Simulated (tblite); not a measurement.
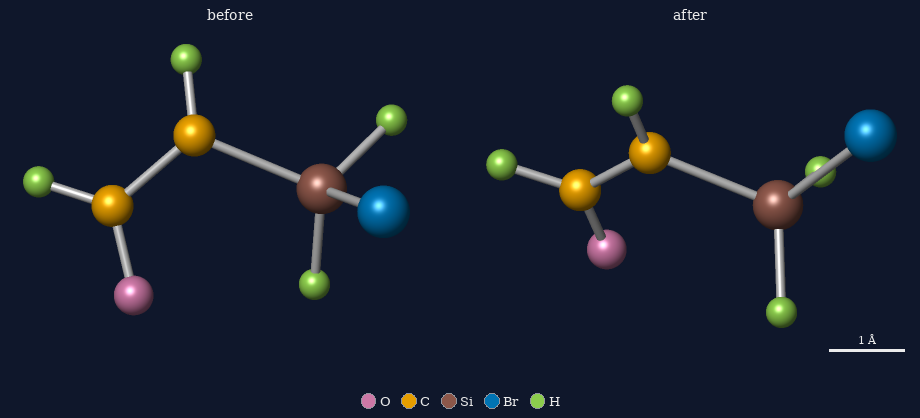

The structure of C₂H₄BrOSi (multiplicity 2) before (left) and after (right) a relaxation, at one scale.

Style: ball-and-stick. Shown at a tilt.

Computed with tblite 0.8.0, GFN2-xTB geometry optimisation, gas phase. 

**Describe what moved and what it gained.**

Over 107 geometry steps the energy falls by 0.548 eV. The atom that moves furthest after the best rigid fit is an H atom (1.47 Å). Largest moves by element: H 1.47 Å, O 1.43 Å, Br 1.15 Å, C 0.45 Å, Si 0.24 Å. Some distances before and after: C–C 1.496 → 1.413 Å, Br–Si 2.262 → 2.223 Å, C–H 1.071 → 1.101 Å, H–Si 1.480 → 1.454 Å. Among the angles between lasting bonds that change: Si–C–H 113.8° → 126.8°, C–C–H 114.2° → 121.2°, H–Si–H 111.0° → 115.8°.
